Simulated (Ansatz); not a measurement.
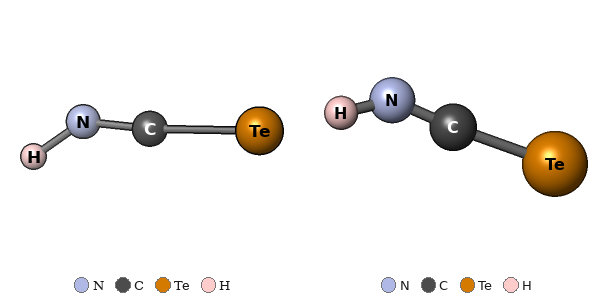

Both panels show the same species.

Describe the molecule.

It has 4 atoms: 1 carbon, 1 hydrogen, 1 nitrogen and 1 tellurium (CHNTe). All atoms lie on one plane. Coordination: 1 N bent; 1 C linear.

The parts below concern this one geometry. Atoms keep their numbers from picture to picture. The computed structure is the end point of a PBE0-D4/def2-TZVP optimisation. No frequency run is at hand to confirm it as a minimum.

### Geometry

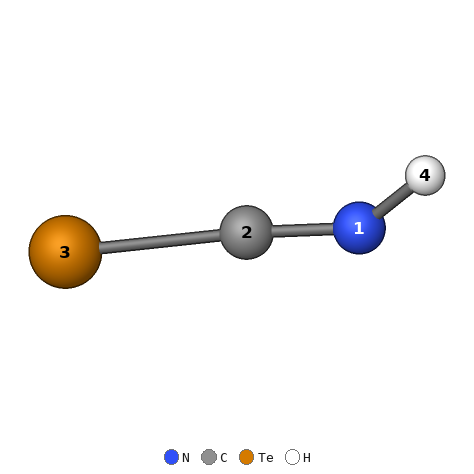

No frequency run is at hand to confirm it as a minimum.

Which atoms are bonded, and how long are the bonds?

```json
{"bond": "N1–C2", "length (Å)": "1.185"}
{"bond": "N1–H4", "length (Å)": "1.002"}
{"bond": "C2–Te3", "length (Å)": "1.934"}
```

### Electronic properties

No frequency run is at hand to confirm it as a minimum. Method: RKS PBE0-D4/def2-TZVPP, core potentials on Te (Ansatz 0.2.0).

What is the HOMO–LUMO gap?

Answer. 5.05 eV.

Estimate the HOMO energy (Kohn–Sham orbital).

Answer. −6.44 eV.

### Charges

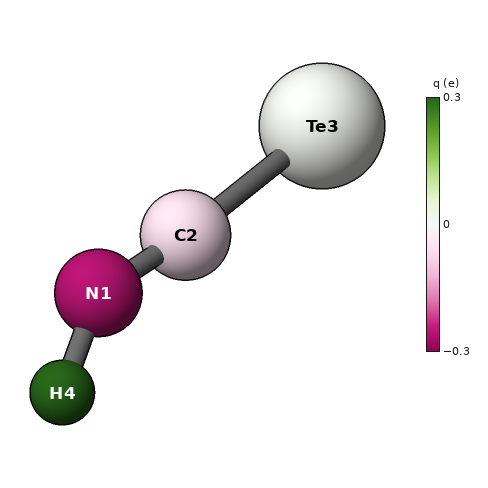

Atoms are coloured by their Mulliken charges. No frequency run is at hand to confirm it as a minimum. Method: RKS PBE0-D4/def2-TZVP, core potentials on Te (Ansatz 0.2.0).

Which atom carries the highest charge (most positive or least negative)?

Answer. H4 (0.30 e).

And the lowest?

Answer. N1 (−0.25 e).

List the Mulliken charges.

```json
{"atom": "N1", "value (e)": "−0.25"}
{"atom": "C2", "value (e)": "−0.05"}
{"atom": "Te3", "value (e)": "0.01"}
{"atom": "H4", "value (e)": "0.30"}
```

### Dipole moment

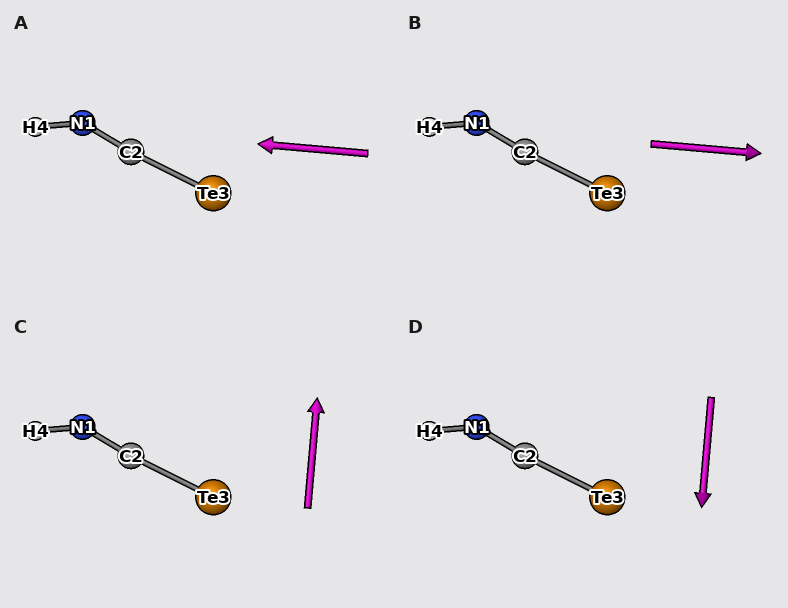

The same molecule four times, each with an arrow. No frequency run is at hand to confirm it as a minimum. Method: RKS PBE0-D4/def2-TZVP, core potentials on Te (Ansatz 0.2.0).

Which arrow points along the dipole moment, from the negative to the positive end?

Answer. A. The dipole moment is 2.38 D; it points from the side of Te3 to the side of H4 (the outermost atoms at the two ends).

Mulliken values depend strongly on the basis set and can even reverse the polarity of a bond.
